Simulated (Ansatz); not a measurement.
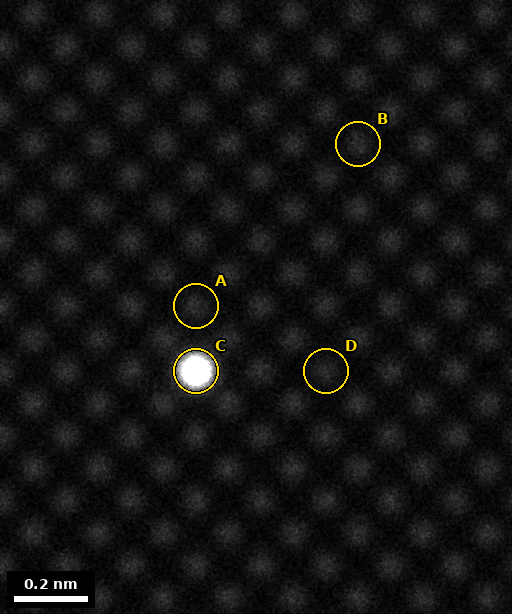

Z-contrast image of C (Fd-3m, No. 227) along [001]. The image is simulated as a sum over atoms of Z^1.7, blurred by a 0.63 Å probe (no channelling). The probe carries 15 % of its weight in a tail 2.5 times as wide. Shot noise was added.

The sample is 1 repeat (3.5 Å) thick. One point defect was put into the perfect crystal, without relaxing the atoms around it. Brightness is counted from the darkest point of the image. Host structure: the geometry given to an electronic-structure calculation, possibly off equilibrium; the starting structure was generated, so it need not be a known form of this composition.

### Which ringed column holds the defect, and does it scatter more or less than its equals?

C; it scatters more. The column holds 1 atom (C) through the sample, and one C atom is replaced by Ge, so its peak rises to about 1795 % of that of its equals.
